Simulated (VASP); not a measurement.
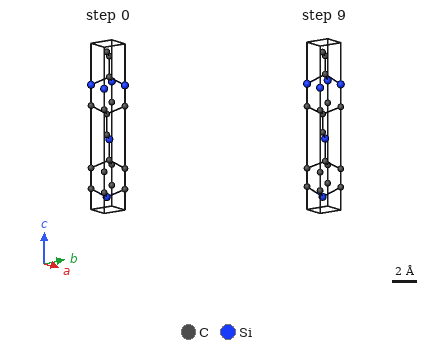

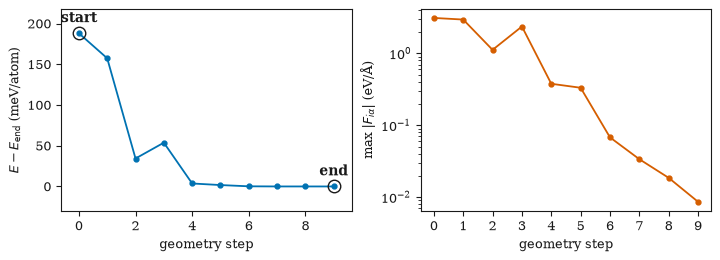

First and last geometry of a relaxation of a crystal of SiC$_{3}$ (a generated structure, set up in R3m), with the history of the run. The picture is a ball-and-stick view of the conventional cell (3 times the calculation's cell), seen slightly off an axis. Lengths and directions refer to the drawn axes.

The run lets cell and atoms move.

The calculation used Kohn-Sham DFT of a periodic cell, PBE, VASP PAW PBE potentials, recommended (VASP).

Input file:
```
SYSTEM = SiC3
PREC = Accurate
ENCUT = 600
EDIFF = 1E-6
ISMEAR = 0
SIGMA = 0.02
LREAL = .False.
LASPH = .True.
NELM = 80
ALGO = Fast
ISIF = 3
LWAVE = .False.
LCHARG = .False.
GGA = PE
IBRION = 2
NSW = 60
EDIFFG = -0.02
```

Run as
```bash
cat potpaw_PBE.64/C/POTCAR potpaw_PBE.64/Si/POTCAR > POTCAR
mpirun -np 1 vasp_std > vasp.out
```

> Read the history and describe the run.

It converged. After 9 geometry steps the energy has fallen by 188 meV per atom. The largest force component goes from 3.1 to 0.0086 eV/Å. The pressure goes from 7.88 to 0.07 GPa. The atom that moves furthest relative to the cell is a C atom (0.16 Å along +c). By element the largest moves are C 0.16 Å, Si 0.02 Å. The volume changes by −0.5 %, with a = b 2.854 → 2.838 Å (−0.6 %), c 13.981 → 14.076 Å (+0.7 %). Among the contacts that change: C–C 1.748 → 1.539 Å, C–Si 1.748 → 1.897 Å, C–Si 1.748 → 1.795 Å, C–C 1.748 → 1.720 Å. Bond angles that change, for instance: Si–C–Si 109.5° → 104.4°, C–Si–C 109.5° → 104.4°, C–Si–C 109.5° → 114.1°. The space group stays R3m (No. 160).
